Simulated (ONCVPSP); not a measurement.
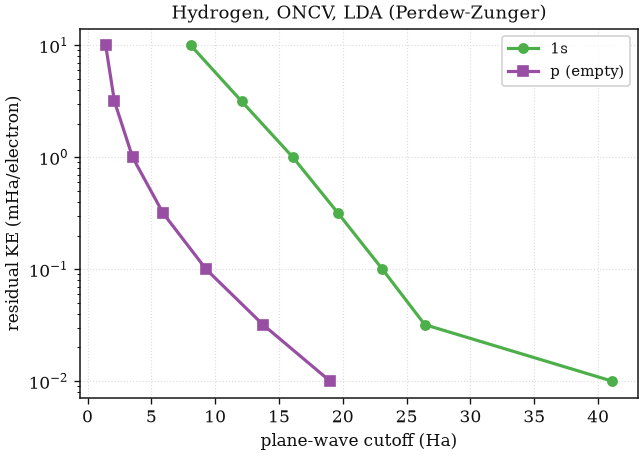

Residual kinetic energy of the pseudo-waves (the first of each channel, and further valence shells) beyond the plane-wave cutoff, as the generator prints it.

* Element: H (Z = 1)
* Generator: ONCVPSP 4.0.1
* Type: optimised norm-conserving Vanderbilt (ONCV)
* Functional: LDA (Perdew-Zunger)
* Relativity: scalar-relativistic
* Frozen core: none
* Valence charge: 1
* Reference configuration: 1s1
* Partial waves: 1s: rc 1.05 bohr, ncon 3, nbas 6, qcut 7.5 1/bohr, 3 projectors, debl 2.2 Ha; p scattering state at 0.26 Ha: rc 0.90 bohr, ncon 4, nbas 8, qcut 7.8 1/bohr, 2 projectors, debl 3.5 Ha
* Local potential: polynomial inside 0.85 bohr (lpopt 5, dvloc0 4 Ha)
* Core correction: none

Q: Read the cutoffs for an error of 1 mHa per electron.

A: 1s: 16 Ha; p (empty): 3.5 Ha.

Q: Which cutoffs does the potential need for its occupied states?

A: 16 Ha for 1 mHa and 23 Ha for 0.1 mHa per electron. The first is set by 1s.

Q: Which wave is the hardest at 1 mHa per electron, and which settings govern it?

A: 1s, with rc = 1.05 bohr and qcut = 7.5 1/bohr. The optimisation minimises, but can't always remove, the kinetic energy above qcut²/2 = 28.1 Ha, and a larger rc would as a rule soften the wave at some cost in transferability.
